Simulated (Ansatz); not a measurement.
**Nudged elastic band of SiNH6**

- system: SiNH6, multiplicity 2
- method: UKS BHLYP-D4/def2-SVP (Ansatz 0.2.0)

Figures and captions count atoms from 1; the log counts them from 0 in places.

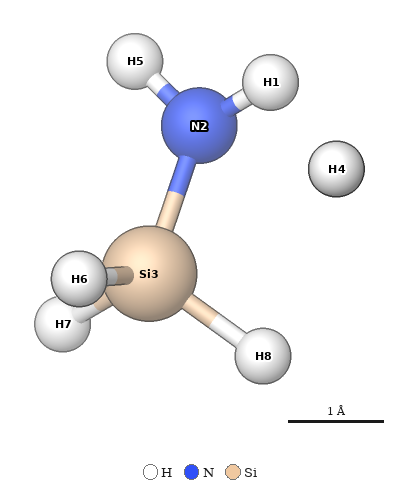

**Figure 1.** The structure as given in the input (ball-and-stick view, seen at a tilt; atoms are numbered from 1 in the order of the input). Bond lengths as drawn: H–N 1.01 Å, H–Si 1.49 Å and N–Si 1.72 Å.

**Input file**
```yaml
crystal:
  periodic: [false, false, false]
  atoms:
    - {symbol: H, position_ang: [0.945606, -0.693227, 1.105243]}
    - {symbol: N, position_ang: [0.973777, 0.161078, 0.572213]}
    - {symbol: Si, position_ang: [-0.176810, 0.417266, -0.680821]}
    - {symbol: H, position_ang: [-1.478620, -2.297776, 1.090859]}
    - {symbol: H, position_ang: [1.253149, 0.934140, 1.154522]}
    - {symbol: H, position_ang: [-1.583110, 0.661239, -0.238931]}
    - {symbol: H, position_ang: [0.255498, 1.607961, -1.457414]}
    - {symbol: H, position_ang: [-0.189488, -0.790780, -1.545672]}
basis:
  gaussian: {orbitals: def2-SVP}
magnetization: {spin_polarized: true, initial_magnetization: 1}
hamiltonian: {xc: {name: BHLYP}, dispersion: d4}
neb:
  images: 5
  climbing: immediate
  max_iterations: 40
  initial_path: idpp
  final_atoms:
    - {symbol: H, position_ang: [0.089759, -2.249702, 1.527810]}
    - {symbol: N, position_ang: [0.364274, 0.267867, 0.617903]}
    - {symbol: Si, position_ang: [-0.195349, 0.855602, -0.936101]}
    - {symbol: H, position_ang: [-0.002815, -2.958794, 1.749029]}
    - {symbol: H, position_ang: [0.817908, 1.001217, 1.167658]}
    - {symbol: H, position_ang: [-1.226606, 1.911428, -0.722268]}
    - {symbol: H, position_ang: [0.938137, 1.442170, -1.707212]}
    - {symbol: H, position_ang: [-0.785308, -0.269887, -1.696819]}
```

Run on 2 threads of Arm Neoverse V1, 23 GiB of memory available, shared host.

Launched with:
```bash
ansatz run in.yaml --threads 2 --pin off --events-out ev --progress --plain --max-ram 4352MiB
```

**What the program printed**
```
Functional definition: BHLYP
  name "BHLYP"
  cite "Becke, J. Chem. Phys. 98, 1372 (1993) doi:10.1063/1.464304"
  cite "Becke, Phys. Rev. A 38, 3098 (1988) doi:10.1103/PhysRevA.38.3098"
  cite "Lee, Yang & Parr, Phys. Rev. B 37, 785 (1988) doi:10.1103/PhysRevB.37.785"
  parameter a = 0.5
  exchange = (1 - a)*b88_x + a*exact_x
  correlation = lyp_c
661 factors; integrals over basis functions are off by at most 3.0e-4 eV
mean field evaluation 1: about -9454.8887 eV, gradient 2.9e1 eV
mean field evaluation 2: about -9454.4861 eV, gradient 3.0e1 eV
mean field evaluation 4: about -9458.3712 eV, gradient 2.4e-1 eV
mean field evaluation 8: about -9458.3834 eV, gradient 7.3e-3 eV
mean field evaluation 16: about -9458.3834 eV, gradient 2.6e-5 eV
mean field -9458.38344451 eV, -347.5891804632 hartree, gradient 2.6e-5 eV, S^2 0.750067; 0 other end points of the search recorded, 0 dependent functions left out
the calculation of the forces begins
reference -9458.38362309 eV, -347.5891870257 hartree; 14, 13 occupied and 48, 49 virtual orbitals, 661 factors
663 factors; integrals over basis functions are off by at most 3.6e-4 eV
mean field evaluation 32: about -9458.1634 eV, gradient 2.8e-4 eV
mean field -9458.16344416 eV, -347.5810955995 hartree, gradient 5.4e-5 eV, S^2 0.754513; 2 other end points of the search recorded, 0 dependent functions left out
[... from here on the field's lines of each further geometry are left out, up to the last ...]
WARN: NEB end point (image 0): max|allowed force component| = 1.412e-1 eV/Å (the criterion of neb.relax_end_points is 1.000e-2). That is over neb.f_tol: it is no minimum, so the barrier can be far off. Relax it first
WARN: NEB end point (image 6): max|allowed force component| = 2.575e-1 eV/Å (the criterion of neb.relax_end_points is 1.000e-2). That is over neb.f_tol: it is no minimum, so the barrier can be far off. Relax it first
NEB iter   1: max|band force component| = 4.873e0 eV/Å  barrier→ = 3.9838 eV  barrier← = 3.7473 eV  CI = image 3  Δτ_max = 0.2000 Å  (536 SCF iters)
NEB iter   2: max|band force component| = 4.792e0 eV/Å  barrier→ = 3.0692 eV  barrier← = 2.8326 eV  CI = image 3  Δτ_max = 0.2000 Å  (211 SCF iters)
NEB iter   3: max|band force component| = 3.643e0 eV/Å  barrier→ = 2.3590 eV  barrier← = 2.1225 eV  CI = image 3  Δτ_max = 0.2000 Å  (174 SCF iters)
NEB iter   4: max|band force component| = 2.102e0 eV/Å  barrier→ = 1.6897 eV  barrier← = 1.4531 eV  CI = image 3  Δτ_max = 0.1010 Å  (171 SCF iters)
NEB iter   5: max|band force component| = 1.925e0 eV/Å  barrier→ = 1.3394 eV  barrier← = 1.1029 eV  CI = image 3  Δτ_max = 0.2000 Å  (166 SCF iters)
NEB iter   6: max|band force component| = 1.123e0 eV/Å  barrier→ = 0.8361 eV  barrier← = 0.5996 eV  CI = image 3  Δτ_max = 0.2000 Å  (163 SCF iters)
NEB iter   7: max|band force component| = 8.094e-1 eV/Å  barrier→ = 0.6704 eV  barrier← = 0.4338 eV  CI = image 3  Δτ_max = 0.0834 Å  (164 SCF iters)
NEB iter   8: max|band force component| = 3.225e-1 eV/Å  barrier→ = 0.6385 eV  barrier← = 0.4019 eV  CI = image 3  Δτ_max = 0.1006 Å  (160 SCF iters)
NEB iter   9: max|band force component| = 2.012e-1 eV/Å  barrier→ = 0.6467 eV  barrier← = 0.4101 eV  CI = image 3  Δτ_max = 0.0279 Å  (157 SCF iters)
NEB iter  10: max|band force component| = 9.111e-2 eV/Å  barrier→ = 0.6442 eV  barrier← = 0.4077 eV  CI = image 3  Δτ_max = 0.0434 Å  (144 SCF iters)
NEB iter  11: max|band force component| = 6.579e-2 eV/Å  barrier→ = 0.6430 eV  barrier← = 0.4064 eV  CI = image 3  Δτ_max = 0.0787 Å  (157 SCF iters)
the calculation of the forces begins
reference -9457.83287270 eV, -347.5689473223 hartree; 14, 13 occupied and 48, 49 virtual orbitals, 661 factors
these checks for a lower state are left out or cut short: stability, starts, cluster_reference, orbital_swaps, neighbouring_geometries, increment
661 factors; integrals over basis functions are off by at most 8.0e-4 eV
mean field evaluation 1280: about -9457.3446 eV, gradient 9.3e-2 eV
mean field -9457.35680688 eV, -347.5514522262 hartree, gradient 3.9e-6 eV, S^2 0.754143; 0 other end points of the search recorded, 0 dependent functions left out
the calculation of the forces begins
reference -9457.35697869 eV, -347.5514585402 hartree; 14, 13 occupied and 48, 49 virtual orbitals, 661 factors
NEB iter  12: max|band force component| = 3.980e-2 eV/Å  barrier→ = 0.6420 eV  barrier← = 0.4054 eV  CI = image 3  CI's point: of a kind that is not told: the force calls were inconclusive, a negative curvature could not be distinguished from the path's own, the only one lies far off the path, or fixed occupations may fill a level only in part  Δτ_max = 0.0000 Å  (2046 SCF iters)
```

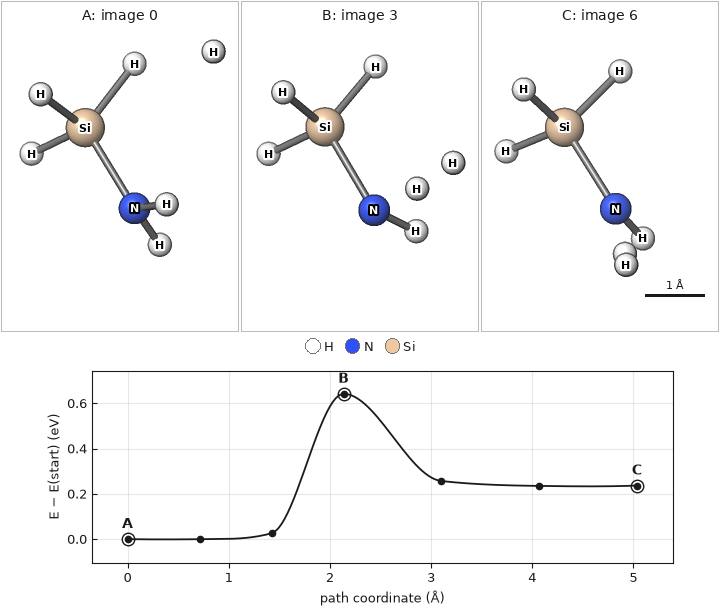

**Figure 2.** Images of the last band (counted from 0; ball-and-stick, seen at a tilt) above the energy along the path; the line is a cubic interpolation that uses the forces. The highest image is number 3, 0.642 eV above the start and 0.405 eV above the end (the climbing image); the end lies 0.237 eV above the start. The path is 5.03 Å long. The band converged in 12 iterations. The end points carry forces over 0.1 eV/Å, so they aren't fully relaxed minima and the barriers are approximate.

```
Total energy: -9457.85787338 eV, -347.5698660805 hartree
Atom 0 at     0.477254    -1.150884     0.976385 Å, force     0.004213    -0.010226     0.014484 eV/Å
Atom 1 at     0.847196     0.032236     0.503033 Å, force    -0.019328    -0.002715    -0.039649 eV/Å
Atom 2 at    -0.297167     0.476604    -0.760520 Å, force     0.027718    -0.020120     0.036900 eV/Å
Atom 3 at    -0.039459    -1.767623     1.356873 Å, force     0.001581     0.006887    -0.000183 eV/Å
Atom 4 at     0.795290     0.590698     1.351474 Å, force    -0.011816     0.009711    -0.007640 eV/Å
Atom 5 at    -1.673109     0.768548    -0.287969 Å, force    -0.006485     0.003949     0.002493 eV/Å
Atom 6 at     0.238107     1.692049    -1.415732 Å, force     0.004930     0.011188     0.002435 eV/Å
Atom 7 at    -0.348111    -0.641728    -1.723545 Å, force    -0.000814     0.001325    -0.008841 eV/Å
Dipole moment:    -0.135959     0.168330     0.124195 e Å
```

**The last band as extended XYZ (Å, eV, eV/Å)**
```
8
Properties=species:S:1:pos:R:3:forces:R:3 image=0 energy=-9458.49966
H     0.9456   -0.6932    1.1052    0.0262   0.0238  -0.0011
N     0.9738    0.1611    0.5722    0.0225  -0.0123   0.1194
Si   -0.1768    0.4173   -0.6808   -0.0774   0.0128  -0.1412
H    -1.4786   -2.2978    1.0909    0.0073   0.0108  -0.0043
H     1.2531    0.9341    1.1545    0.0150  -0.0330  -0.0017
H    -1.5831    0.6612   -0.2389    0.0757  -0.0129  -0.0373
H     0.2555    1.6080   -1.4574   -0.0480  -0.0651   0.0303
H    -0.1895   -0.7908   -1.5457   -0.0213   0.0759   0.0359
8
Properties=species:S:1:pos:R:3:forces:R:3 image=1 energy=-9458.50000
H     0.8301   -0.8028    0.9825    0.0092  -0.0155   0.0194
N     0.8388    0.1140    0.5690   -0.0101   0.0187  -0.0353
Si   -0.2192    0.4815   -0.7403   -0.0019  -0.0032   0.0146
H    -0.9576   -2.3765    1.4075   -0.0054   0.0028  -0.0004
H     1.0782    0.8160    1.2490    0.0045  -0.0038   0.0105
H    -1.6384    0.7464   -0.3746   -0.0035  -0.0083   0.0002
H     0.2794    1.6958   -1.4266    0.0052   0.0070  -0.0071
H    -0.2113   -0.6745   -1.6665    0.0021   0.0023  -0.0017
8
Properties=species:S:1:pos:R:3:forces:R:3 image=2 energy=-9458.47353
H     0.7715   -0.9485    0.8050    0.0839   0.0463  -0.0224
N     0.7546    0.0243    0.5412   -0.0112  -0.0093  -0.0087
Si   -0.2689    0.5071   -0.7614   -0.0159  -0.0083   0.0003
H    -0.4419   -2.1175    1.5806   -0.0777  -0.0783   0.0544
H     0.8751    0.6113    1.3503    0.0231   0.0155  -0.0052
H    -1.6767    0.8055   -0.3818   -0.0104   0.0013  -0.0152
H     0.2729    1.7280   -1.4004    0.0011   0.0218  -0.0028
H    -0.2867   -0.6103   -1.7335    0.0071   0.0109  -0.0004
8
Properties=species:S:1:pos:R:3:forces:R:3 image=3 energy=-9457.85771
H     0.4773   -1.1509    0.9764    0.0042  -0.0102   0.0145
N     0.8472    0.0322    0.5030   -0.0193  -0.0027  -0.0396
Si   -0.2972    0.4766   -0.7605    0.0277  -0.0201   0.0369
H    -0.0395   -1.7676    1.3569    0.0016   0.0069  -0.0002
H     0.7953    0.5907    1.3515   -0.0118   0.0097  -0.0076
H    -1.6731    0.7685   -0.2880   -0.0065   0.0039   0.0025
H     0.2381    1.6920   -1.4157    0.0049   0.0112   0.0024
H    -0.3481   -0.6417   -1.7235   -0.0008   0.0013  -0.0088
8
Properties=species:S:1:pos:R:3:forces:R:3 image=4 energy=-9458.24300
H     0.4939   -1.7383    1.1890   -0.0063  -0.0445   0.0204
N     0.9216    0.3707    0.4280    0.0451  -0.0071   0.0034
Si   -0.3046    0.6110   -0.8085   -0.0151   0.0249  -0.0069
H    -0.0041   -2.2458    1.4455   -0.0022  -0.0249   0.0081
H     0.7889    0.9224    1.2743   -0.0218   0.0355  -0.0131
H    -1.6745    0.7505   -0.2540    0.0044   0.0036   0.0049
H     0.0505    1.8587   -1.5295   -0.0098   0.0092  -0.0131
H    -0.2717   -0.5294   -1.7448    0.0056   0.0032  -0.0037
8
Properties=species:S:1:pos:R:3:forces:R:3 image=5 energy=-9458.26463
H     0.6022   -2.0507    1.2824    0.0063  -0.0007   0.0025
N     0.6139    0.3871    0.5722   -0.0022   0.0045   0.0065
Si   -0.3878    0.7357   -0.8316   -0.0090   0.0043  -0.0136
H     0.4730   -2.7742    1.4577   -0.0012  -0.0055   0.0021
H     0.7355    1.1919    1.1863    0.0057  -0.0043   0.0045
H    -1.7656    1.0443   -0.3718    0.0000   0.0023  -0.0021
H     0.1431    1.9068   -1.5742    0.0007   0.0002   0.0002
H    -0.4142   -0.4410   -1.7208   -0.0003  -0.0009   0.0000
8
Properties=species:S:1:pos:R:3:forces:R:3 image=6 energy=-9458.26311
H     0.9139   -2.2170    1.2858   -0.0578   0.2575  -0.0535
N     0.2865    0.3177    0.6350    0.1013   0.1007   0.2136
Si   -0.5181    0.8211   -0.8390   -0.1362   0.0108  -0.2490
H     1.0744   -2.9328    1.4345    0.0530  -0.2339   0.0496
H     0.4987    1.1079    1.2485   -0.0039  -0.1238  -0.0345
H    -1.8291    1.4445   -0.4975    0.1007  -0.0459  -0.0274
H     0.3131    1.8220   -1.5674   -0.0604  -0.0768   0.0584
H    -0.7393   -0.3635   -1.7000    0.0034   0.1114   0.0428
```

**Results in brief**

```tsv
quantity	value
outcome	converged
barrier, forward	0.642 eV
barrier, backward	0.405 eV
dipole moment (one image of the band)	1.20 D
wall time	2.5 min (CPU time 4.8 min)
peak memory	0.41 GiB
```
